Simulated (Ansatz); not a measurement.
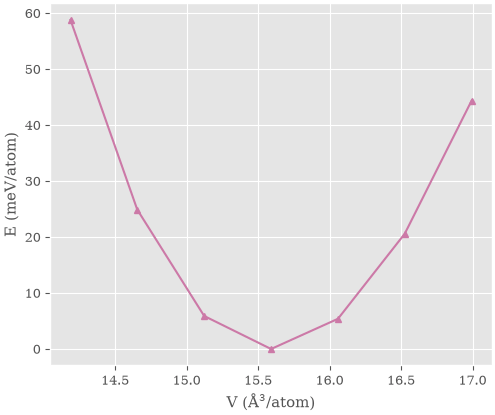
Fig. 1. Ti₃Al in space group P6_3/mmc (No. 194; Al on 2c, Ti on 6h) under volume change, DFT-LDA in the program Ansatz with PAW potentials, shape and atoms relaxed at each volume.

Q: What does a third-order Birch–Murnaghan fit give for V₀, B₀ and B′?

A: V₀ = 15.59 Å³/atom, B₀ = 129 GPa, B′ = 3.7.

The cell was relaxed with LDA under the symmetry of its start. No spin polarisation was allowed.

Potentials: the later of the program's two PAW sets.
